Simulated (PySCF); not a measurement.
C4H9OS2 (doublet)

Input file:

```
{"job": {"kind": "epr", "basis": "pcH-1"}, "charge": 0, "multiplicity": 2}
C     -2.107227    -0.303588    -0.689331
O     -1.600810     0.695999     0.161113
C     -0.515024     0.376624     0.947564
S     -0.047987     1.717530     1.970143
C      0.584604    -0.513397     0.482876
C      1.438499     0.164746    -0.598985
S      2.737624    -0.940272    -1.251568
H     -2.347050    -1.215521    -0.133318
H     -3.019414     0.109267    -1.117078
H     -1.407578    -0.545789    -1.494448
H     -1.276671     2.220404     2.052840
H      1.217497    -0.741712     1.344004
H      0.184954    -1.452257     0.092203
H      0.835476     0.432760    -1.466209
H      1.914096     1.063568    -0.206869
H      3.401411    -1.059419    -0.104346
```

Run with:

```sh
OMP_NUM_THREADS=1 python probes_run.py task.json out
```

Geometry: GFN2-xTB.

These are results of UKS B3LYP, pcH-1 on C H O S, non-relativistic, mean-field spin-orbit, GIAO (PySCF), not measurements.

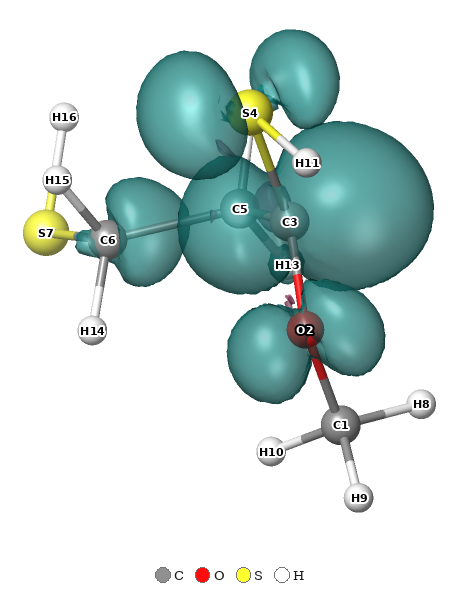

Figure 1. Isosurfaces of the spin density (α minus β) at +0.02 (teal) and −0.02 e/Å³ (pink), seen at an oblique angle.

> Where is the unpaired spin?

The unpaired spin (1 electron) lies mostly on C3 (about 0.6), S4 (about 0.2) and O2 (about 0.1), in electrons by Hirshfeld's partition.

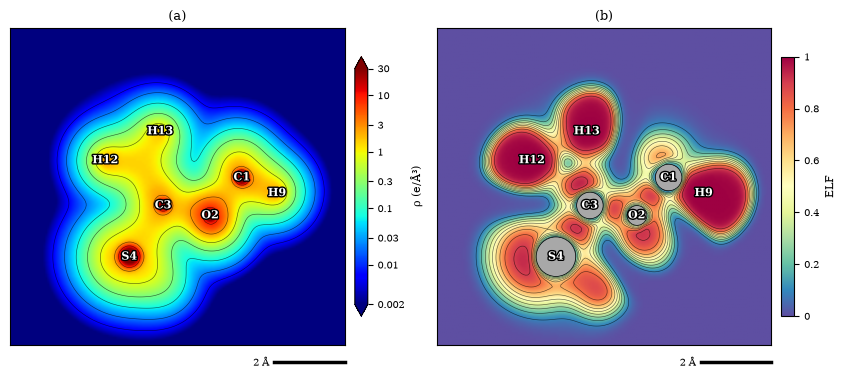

Figure 2. (a) total electron density; (b) electron localisation function on the plane of atoms O2, C1 and H9. Grey discs cover the atomic cores in the ELF map.

> Describe what can be read from this map.

The plane passes through C, O, S and H nuclei.
C–O (1.38 Å): ρ at the midpoint is about 2.2 e/Å³, with its minimum of 1.9 e/Å³ about 0.5 Å from C; the ELF peaks at about 0.90 between the atoms; a shared but strongly polarised pair.
C–S (1.75 Å): ρ at the midpoint is about 1.4 e/Å³; the ELF peaks at about 0.90 between the atoms, as expected for a shared electron pair.
C–H (1.09 Å): the density is about 2.1 e/Å³ at the midpoint; the ELF climbs to about 1 towards the hydrogen, as it does in any bond to H (a covalent bond by its length).
The ELF also peaks beside S4 and O2, away from the bonds: non-bonding electrons, paired or unpaired.

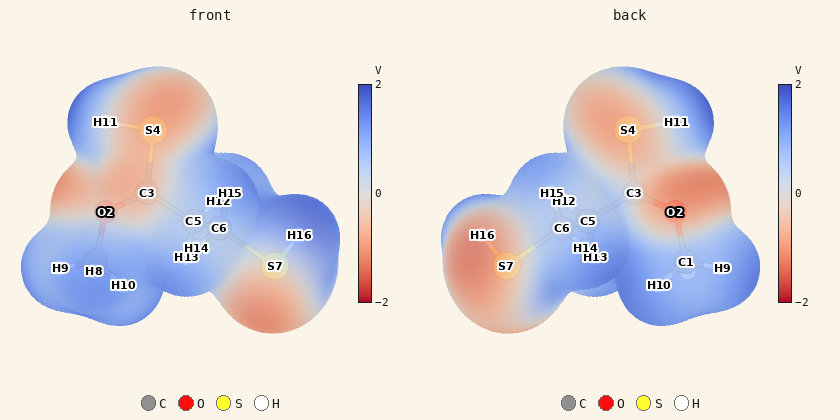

Figure 3. The molecular electrostatic potential painted on the density surface at 0.004 e/bohr³, seen from the front and from behind; red is negative and blue positive.

> Describe the electrostatic potential map.

The most negative region (about −1.2 V, or −28 kcal/mol for a unit charge) lies over O2 and S7, the most positive (about +1.6 V, or +37 kcal/mol for a unit charge) over H11 and H16.
